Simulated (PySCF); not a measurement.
# C₄H₁₄NPSi₂: what the fields show

Input

```
{"job": {"kind": "nmr", "xc": "PBE0", "basis": "pcSseg-1"}, "charge": 0, "multiplicity": 1}
C     -2.806012     0.321426    -0.656907
C     -2.065133    -0.072881     0.625876
N     -0.634496    -0.274500     0.503830
C     -0.247745    -1.404429    -0.322680
Si     1.597281    -1.756055     0.059717
Si     1.964343     0.484326     0.541293
P      3.258812     1.667395    -0.875389
C      0.124695     0.917959     0.185608
H     -3.864468     0.446287    -0.443489
H     -2.421139     1.259272    -1.051197
H     -2.696448    -0.449417    -1.416476
H     -2.490649    -1.004125     1.014465
H     -2.219405     0.703260     1.382903
H     -0.396052    -1.204173    -1.396721
H     -0.886689    -2.249431    -0.063756
H      2.246181    -2.385164    -1.097044
H      1.702585    -2.691369     1.182459
H      2.269763     0.830812     1.944553
H      4.439737     1.138684    -0.389927
H      3.357163     2.777340    -0.056553
H     -0.242187     1.734383     0.809284
H     -0.000547     1.229787    -0.866060
```

Launched as:

```sh
OMP_NUM_THREADS=1 python probes_run.py task.json out
```

Geometry: GFN2-xTB.

Level of theory: PBE0/pcSseg-1, SCF density, gas phase, non-relativistic (PySCF 2.14.0).

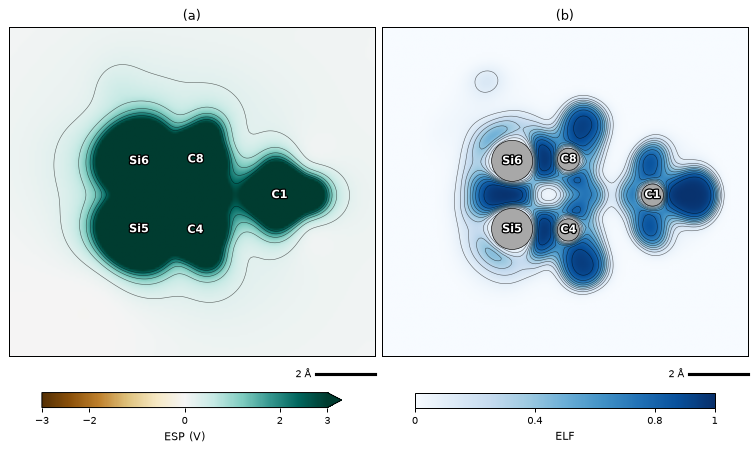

Figure 1. (a) molecular electrostatic potential; (b) ELF on the plane of atoms Si5, Si6 and C8. Grey discs cover the atomic cores in the ELF map.

**What does the map show?**

- The plane passes through C and Si nuclei.
- C–Si (1.92 Å): the ELF peaks at about 0.95 between the atoms: a shared electron pair.
- Si–Si (2.32 Å): the ELF peaks at about 1 between the atoms, as expected for a covalent bond.
- The potential has no marked negative region in this plane.

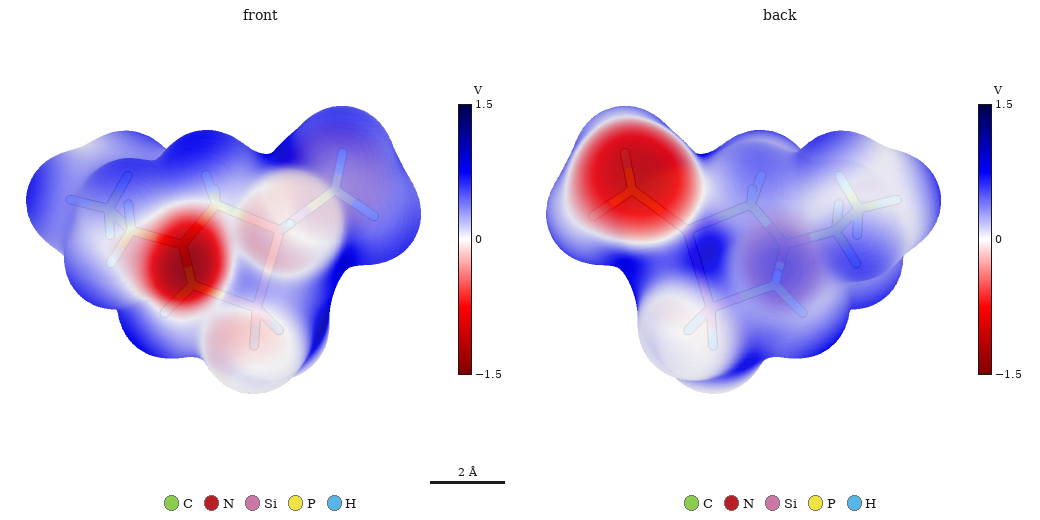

Figure 2. The electrostatic potential painted on the density surface at 0.002 e/bohr³, seen from the front and from behind; red is negative and blue positive.

**Describe the electrostatic potential map.**

The most negative region (about −1.2 V) lies over N3, the most positive (about +0.9 V) over Si5 and Si6. N3 is the likeliest acceptor of a hydrogen bond.

**What dipole moment does the calculation give?**

Its dipole moment is 0.95 D.
